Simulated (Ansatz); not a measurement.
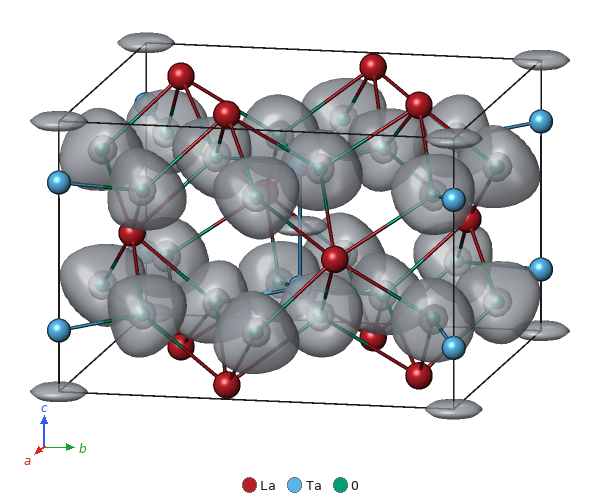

La2TaO5. Isosurface of the electron localisation function at 0.65 (grey), seen slightly off an axis. Core shells and regions of very low density are left out. Sticks mark near contacts.

Space group I4/m; a generated structure, not necessarily the stable one; changed on purpose from its base cell (volume × 0.97, shape and atoms relaxed); computed pressure about 4 GPa in this cell.

The calculation used DFT PBE, scalar-relativistic, plane waves, PAW in Ansatz 0.2.0.

In a PAW calculation such maps are meaningful between the atoms, not at the nuclei.

Input file:

```
crystal:
  lattice:
    - [-4.4777547443, 4.4777547443, 3.06509608]
    - [4.4777547443, -4.4777547443, 3.06509608]
    - [4.4777547443, 4.4777547443, -3.06509608]
  atoms:
    - { symbol: La, position: [0.38786174, 0.17396043, 0.5618221701] }
    - { symbol: La, position: [0.61213826, 0.82603957, 0.4381778299] }
    - { symbol: La, position: [0.17396043, 0.61213826, 0.78609869] }
    - { symbol: La, position: [0.82603957, 0.38786174, 0.21390131] }
    - { symbol: Ta, position: [0.2260251748, 0.2260251748, 0.0] }
    - { symbol: Ta, position: [0.7739748252, 0.7739748252, 0.0] }
    - { symbol: O, position: [0.3654185881, 0.0809987602, 0.902847383] }
    - { symbol: O, position: [0.1781513771, 0.462571205, 0.097152617] }
    - { symbol: O, position: [0.0809987602, 0.1781513771, 0.7155801721] }
    - { symbol: O, position: [0.462571205, 0.3654185881, 0.2844198279] }
    - { symbol: O, position: [0.8218486229, 0.537428795, 0.902847383] }
    - { symbol: O, position: [0.6345814119, 0.9190012398, 0.097152617] }
    - { symbol: O, position: [0.537428795, 0.6345814119, 0.7155801721] }
    - { symbol: O, position: [0.9190012398, 0.8218486229, 0.2844198279] }
    - { symbol: O, position: [0.25, 0.75, 0.5] }
    - { symbol: O, position: [0.75, 0.25, 0.5] }
basis:
  ecutwfc: 420
kpoints:
  mp_grid: { grid: [6, 6, 6] }
hamiltonian:
  xc: pbe
scf:
  occupations: { method: gaussian, width: 0.02 }
output:
  forces: true
  stress: true
  eigenvalues: true
  write_density: true
  write_potential: true
  elf: true
  volumetric_format: npy
relax:
  adjacent_minimum: "off"
  f_tol: 0.01
  max_steps: 30
  cell: { stress_tol: 0.1, fix: [volume] }
```

Run with:

```sh
ansatz run input.yaml --threads 1 --pin off --max-ram 2560MiB --backend cpu --events-out ev --progress --plain --runs-dir out
```

Below, planes, directions and counts refer to the conventional cell (a = 8.96 Å, b = 8.96 Å, c = 6.12 Å, α = 90.00°, β = 90.00°, γ = 90.00°).

The fields are those of the run's last geometry, not of the input's.

Question: What do the ELF domains correspond to?

Answer: At this value the surface marks out two regions between bonded Ta–Ta atoms (shared pairs) and 20 regions wrapped around O (the valence shell of each), counted in one cell of 32 atoms. Any copies at cell faces, edges or corners count once. Along the contacts the grid gives the following. Ta–O (1.94 Å): the ELF peaks at about 0.80 in the valence shell of O, 0.6 Å from its nucleus, and drops to about 0.25 between the two atoms; no localised pair shows between them. La–O (2.41 Å): the ELF is about 0.25 at the midpoint (a closed-shell, largely ionic contact).
